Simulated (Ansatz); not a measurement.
The starting structures come from a database of crystals and need not be the phases stable at ambient conditions.

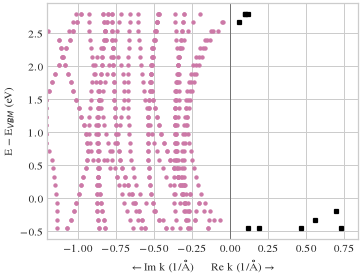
*Complex bands at the centre of the two-dimensional zone; Ansatz (a program for electronic structure) with r2SCAN*

The gap is the functional's own, uncorrected, and κ follows it; spin-orbit coupling is left out. Mid-gap values are interpolated between the computed energies.

### Question
This is BaTa2Bi2O9 (I4/mmm, not sure to be the ambient phase, 14 atoms a cell, 13.8 Å³ an atom, -2 GPa at this level) along the normal of (101). Read off the slowest decay at the centre of the two-dimensional zone at 1.36 eV, the computed energy nearest the middle of the gap.

### Answer
κ ≈ 0.27 1/Å, a decay length 1/(2κ) of the density of 1.8 Å.
